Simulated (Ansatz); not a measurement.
**HfH2SClOF: one change and its effect**

System: HfH2SClOF.
Method of the first run: RKS PBE-QIDH (frozen core)/def2-TZVPP (Ansatz 0.2.0).

The geometry comes from this level: PBE0-D4/def2-TZVP. Text and figures count atoms from 1; the logs count them from 0 in places.

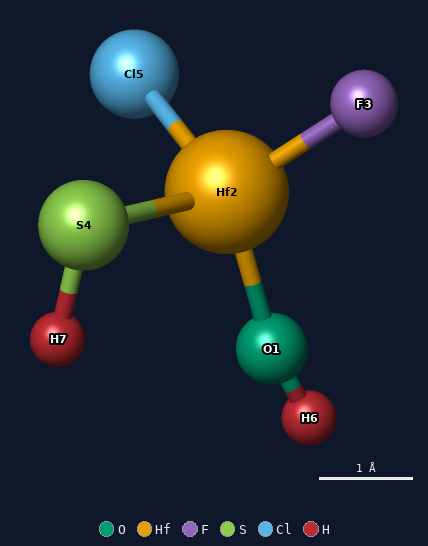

Figure 1. The structure (ball-and-stick view, seen at a tilt; atoms are numbered from 1 in the order of the input). Sticks mark near contacts. Bond lengths as drawn: Cl–Hf 2.35 Å, F–Hf 1.90 Å, Hf–O 1.89 Å, Hf–S 2.45 Å, H–O 0.95 Å and H–S 1.35 Å.

**Input file, the first run**
```yaml
crystal:
  periodic: [false, false, false]
  atoms:
    - {symbol: O, position_ang: [-1.174301, -0.909664, -0.394257]}
    - {symbol: Hf, position_ang: [0.539785, -0.116752, -0.261639]}
    - {symbol: F, position_ang: [1.910635, -1.408031, -0.039970]}
    - {symbol: S, position_ang: [0.533529, 1.314552, 1.720665]}
    - {symbol: Cl, position_ang: [1.002632, 1.133869, -2.196552]}
    - {symbol: H, position_ang: [-1.939040, -1.444278, -0.585715]}
    - {symbol: H, position_ang: [-0.812040, 1.362206, 1.711669]}
basis:
  gaussian: {orbitals: def2-TZVPP}
hamiltonian: {xc: {name: PBE-QIDH}}
```

Hardware: 4 CPU threads, shared host.

**Output (the first run)**
```
Functional definition: PBE-QIDH
  parameter a = 3^(-1/3)
  parameter c = 1/3
  exchange = (1 - a)*pbe_x + a*exact_x
  correlation = (1 - c)*pbe_c + c*(mp2_os + mp2_ss)
1421 factors; integrals over basis functions are off by at most 1.2e-3 eV
mean field evaluation 1: about -29433.9559 eV, gradient 5.9e1 eV
mean field evaluation 2: about -29434.0766 eV, gradient 5.9e1 eV
mean field evaluation 4: about -29439.9555 eV, gradient 4.1e0 eV
mean field evaluation 8: about -29440.0192 eV, gradient 3.0e-1 eV
mean field evaluation 16: about -29440.0195 eV, gradient 3.5e-4 eV
mean field -29440.01951143 eV, -1081.9007618829 hartree, gradient 6.6e-6 eV, S^2 0.000000; 0 other end points of the search recorded, 0 dependent functions left out
12 core orbitals not correlated: weight in the atoms' cores, before any rotation towards them, 1.000 or more for the frozen orbitals, at most 0.000 for the correlated occupied ones
reference -29440.01952411 eV, -1081.9007623490 hartree; 20, 20 occupied and 198, 198 virtual orbitals, 1421 factors
second order -36.00814989 eV of doubles, -0.00000000 eV of singles
Total energy: -29452.02224074 eV, -1082.3418540495 hartree
```

For the second run the input was changed thus:
```diff
-hamiltonian: {xc: {name: PBE-QIDH}}
+hamiltonian: {xc: {name: B2PLYP}}
```

How does the second run compare with the first run?

The total energies belong to different methods, so their difference says nothing on which is more stable or more accurate. The functional changes from PBE-QIDH to B2PLYP.

**Output (the second run)**
```
Functional definition: B2PLYP
  parameter a = 0.53
  parameter c = 0.27
  exchange = (1 - a)*b88_x + a*exact_x
  correlation = (1 - c)*lyp_c + c*(mp2_os + mp2_ss)
1421 factors; integrals over basis functions are off by at most 1.2e-3 eV
mean field evaluation 1: about -29442.3591 eV, gradient 6.5e1 eV
mean field evaluation 2: about -29442.4538 eV, gradient 6.5e1 eV
mean field evaluation 4: about -29449.3611 eV, gradient 6.9e0 eV
mean field evaluation 8: about -29449.4896 eV, gradient 6.2e-1 eV
mean field evaluation 16: about -29449.4904 eV, gradient 4.9e-4 eV
mean field -29449.49037981 eV, -1082.2488098766 hartree, gradient 3.1e-6 eV, S^2 0.000000; 0 other end points of the search recorded, 0 dependent functions left out
12 core orbitals not correlated: weight in the atoms' cores, before any rotation towards them, 1.000 or more for the frozen orbitals, at most 0.000 for the correlated occupied ones
reference -29449.49054980 eV, -1082.2488161234 hartree; 20, 20 occupied and 198, 198 virtual orbitals, 1421 factors
second order -38.80258275 eV of doubles, -0.00000000 eV of singles
Total energy: -29459.96724714 eV, -1082.6338276494 hartree
```

**The two runs side by side**

| quantity | the first run | the second run |
| --- | --- | --- |
| outcome | converged | converged |
| total energy (hartree) | −1082.341854 | −1082.633828 |
| basis functions | 230 | 230 |
| wall time (shared host) | 4.7 s | 4.1 s |
